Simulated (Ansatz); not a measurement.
# CH8BN: what the fields show

```xyz
11

B     0.1025   -0.2358    0.0672
H     0.4452    0.6487    0.8357
H     0.9837   -0.5783   -0.7053
H    -0.9659   -0.0156   -0.4815
N    -0.1798   -1.5630    1.0256
H    -0.5166   -2.2985    0.4259
C     0.9706   -2.0289    1.8020
H     1.7757   -2.2821    1.1176
H     1.3076   -1.2222    2.4471
H     0.7170   -2.8999    2.4071
H    -0.9438   -1.3315    1.6393
```

These are results of RHF/def2-SVP (Ansatz), not measurements.

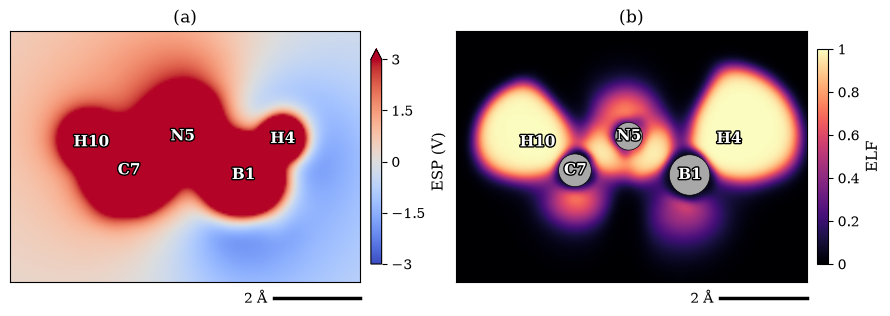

Figure 1. (a) molecular electrostatic potential; (b) electron localisation function on the plane of atoms H4, B1 and N5. Grey discs cover the atomic cores in the ELF map.

Question: Interpret the plot.

Answer: The plane passes through B, H, N and C nuclei.
C–N (1.46 Å): the ELF peaks at about 0.95 between the atoms: a covalent bond.
B–N (1.66 Å): the ELF peaks at about 0.95 between the atoms, as expected for a shared but strongly polarised pair.
C–H (1.09 Å): the ELF climbs to about 1 towards the hydrogen, as it does in any bond to H (an ordinary covalent bond to hydrogen).
B–H (1.22 Å): the ELF climbs to about 1 towards the hydrogen; a covalent bond by its length.
Outside the dense part of the molecule the potential is most negative (−1.9 V) near H2, which lies off the plane.

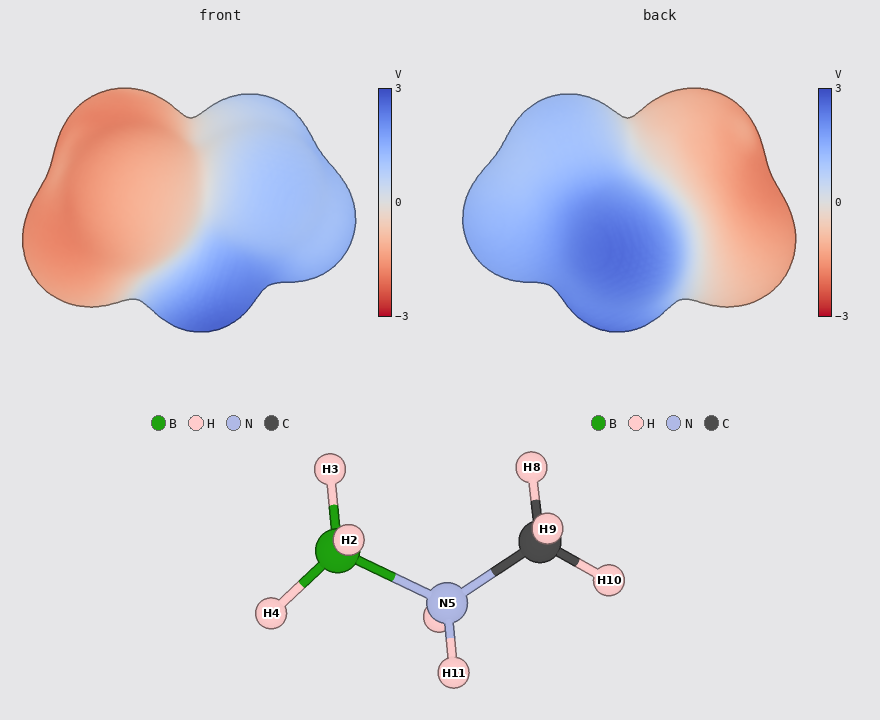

Figure 2. The molecular electrostatic potential painted on the density surface at 0.002 e/bohr³, seen from the front and from behind; the colour scale runs from red (negative) to blue (positive). The bare structure is drawn below in the same view.

Question: Describe the electrostatic potential map.

Answer: The most negative region (about −1.8 V) lies over H2, the most positive (about +2.6 V) over H6 and H11.
